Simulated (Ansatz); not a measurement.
# NH3 (ammonia): r2SCAN0/6-31G

Aim: the energy change on altering one bond length of NH3 (ammonia) at r2SCAN0/6-31G, from 2 runs. 

The calculation is run with Ansatz 0.2.0.

68 further runs of the same task are left out: 68 set aside as unsound or not needed.

## Step 1: The structure to begin with

NH3: 4 atoms, total charge 0, spin state singlet. SMILES: `N`. Geometry: relaxed at GFN2-xTB.

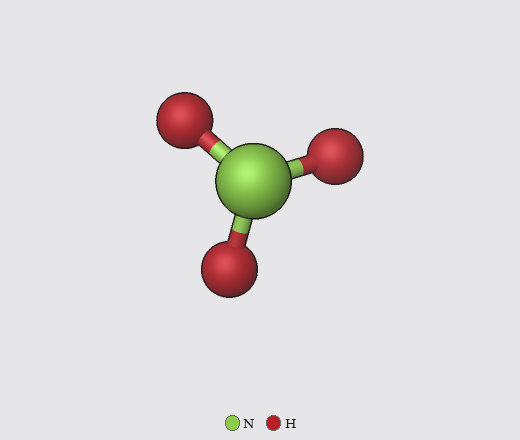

Viewed from a chosen angle; nitrogen green, hydrogen red.

## Step 2: A single-point energy at r2SCAN0/6-31G

Contents of job.yaml:

```yaml
crystal:
  periodic: [false, false, false]
  atoms:
    - symbol: N
      position_ang: [-0.068160, 0.242830, 0.108060]
    - symbol: H
      position_ang: [0.491930, -0.300470, 0.753380]
    - symbol: H
      position_ang: [-0.891960, -0.300620, -0.118350]
    - symbol: H
      position_ang: [0.468190, 0.358250, -0.743090]
basis:
  gaussian:
    orbitals: 6-31G
accuracy: high
hamiltonian:
  xc: {name: r2SCAN0}
```

Command:

```sh
$ ansatz run job.yaml --threads 1 --pin off --max-ram 2610MiB --events-out events.jsonl --progress --plain --runs-dir runs
```

The log of the run:

```text
Warning: RAYON_NUM_THREADS=1 ignored (pool sized by the plan → 1); use --threads N
Functional definition: r2SCAN0
  name "r2SCAN0"
  parameter a = 0.25
  parameter k0 = 0.174
  parameter k1 = 0.065
  parameter a1 = 4.9479
  exchange = (1 - a)*r2scan_x(k0 = k0, k1 = k1, a1 = a1) + a*exact_x
  correlation = r2scan_c
350 factors; integrals over basis functions are off by at most 3.7e-9 eV
mean field evaluation 1: about -1533.3061 eV, gradient 4.3e1 eV
mean field evaluation 2: about -1532.4328 eV, gradient 4.7e1 eV
mean field evaluation 4: about -1536.9952 eV, gradient 5.5e-2 eV
mean field evaluation 8: about -1536.9889 eV, gradient 4.3e-4 eV
mean field -1536.98894569 eV, -56.4833019455 hartree, gradient 5.7e-8 eV, S^2 0.000000; 0 other end points of the search recorded, 0 dependent functions left out
reference -1536.98894593 eV, -56.4833019544 hartree; 5, 5 occupied and 10, 10 virtual orbitals, 350 factors
Total energy: -1536.98894593 eV, -56.4833019544 hartree
```

Wall time 0.4 s (1 thread of AMD EPYC 9R45 (Zen 5), shared host).

## Step 3: The distorted shape, same level

Contents of run.yaml:

```yaml
crystal:
  periodic: [false, false, false]
  atoms:
    - symbol: "N"
      position_ang: [-0.208170, 0.378643, -0.053256]
    - symbol: H
      position_ang: [0.491930, -0.300470, 0.753380]
    - symbol: H
      position_ang: [-1.031970, -0.164807, -0.279666]
    - symbol: H
      position_ang: [0.328180, 0.494063, -0.904406]
basis:
  gaussian: {orbitals: 6-31G}
accuracy: high
hamiltonian: {xc: {name: r2SCAN0}}
```

Command:

```sh
$ ansatz run run.yaml --threads 1 --pin off --max-ram 2610MiB --events-out events.jsonl --progress --plain --runs-dir runs
```

The log of the run:

```text
Warning: RAYON_NUM_THREADS=1 ignored (pool sized by the plan → 1); use --threads N
Functional definition: r2SCAN0
  name "r2SCAN0"
  parameter a = 0.25
  parameter k0 = 0.174
  parameter k1 = 0.065
  parameter a1 = 4.9479
  exchange = (1 - a)*r2scan_x(k0 = k0, k1 = k1, a1 = a1) + a*exact_x
  correlation = r2scan_c
349 factors; integrals over basis functions are off by at most 1.2e-8 eV
mean field evaluation 1: about -1532.3899 eV, gradient 4.2e1 eV
mean field evaluation 2: about -1530.3010 eV, gradient 5.1e1 eV
mean field evaluation 4: about -1536.1050 eV, gradient 1.5e-1 eV
mean field evaluation 8: about -1536.1002 eV, gradient 1.8e-3 eV
mean field evaluation 16: about -1536.1002 eV, gradient 1.8e-8 eV
mean field -1536.10020873 eV, -56.4506414647 hartree, gradient 1.8e-8 eV, S^2 0.000000; 0 other end points of the search recorded, 0 dependent functions left out
reference -1536.10020898 eV, -56.4506414741 hartree; 5, 5 occupied and 10, 10 virtual orbitals, 349 factors
Total energy: -1536.10020898 eV, -56.4506414741 hartree
```

Run time: 0.44 s. Hardware: 1 thread of AMD EPYC 9R45 (Zen 5), shared host.

## Step 4: What came out

Level: r2SCAN0/6-31G.

| quantity | value |
| --- | --- |
| first shape: total energy | -56.48330 Eh |
| distorted shape: total energy | -56.45064 Eh |
| energy change with the N1–H2 bond stretched from 1.013 to 1.266 Å | 0.889 eV |

**Reading.** With the N1–H2 bond stretched from 1.013 to 1.266 Å the energy rises by 0.89 eV (85.8 kJ/mol). The first shape isn't relaxed at this level, so the change isn't measured from a minimum.
